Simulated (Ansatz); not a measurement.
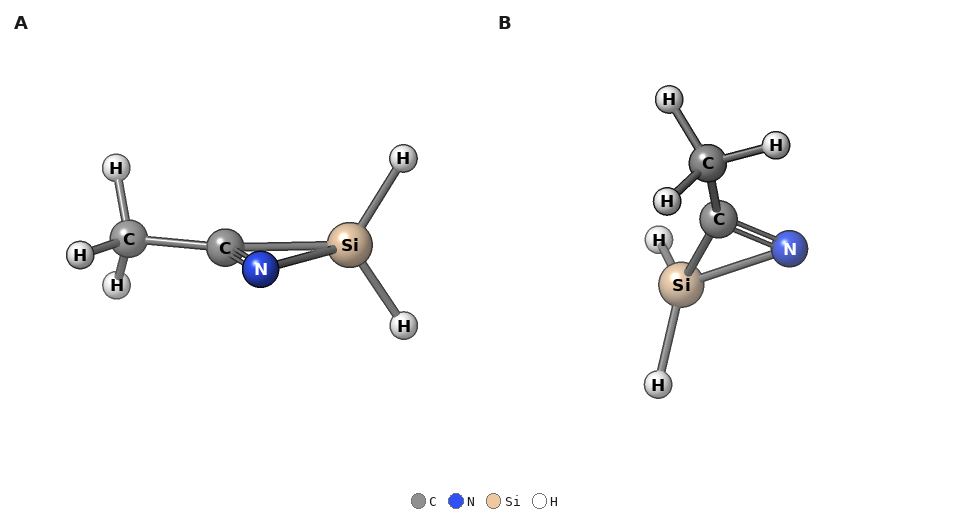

Distant atoms are faded towards the background colour. The geometry was computed by an optimisation with PBE-D4/def2-SVP. No frequency run is at hand to confirm it as a minimum.

How are A and B related: the same structure turned, mirror images, conformers, diastereomers or constitutional isomers?

Answer. They are the same structure, C2H5NSi (CC1=N[SiH2]1), seen from two directions. With point group Cs it is achiral, so its mirror image would be the same too.
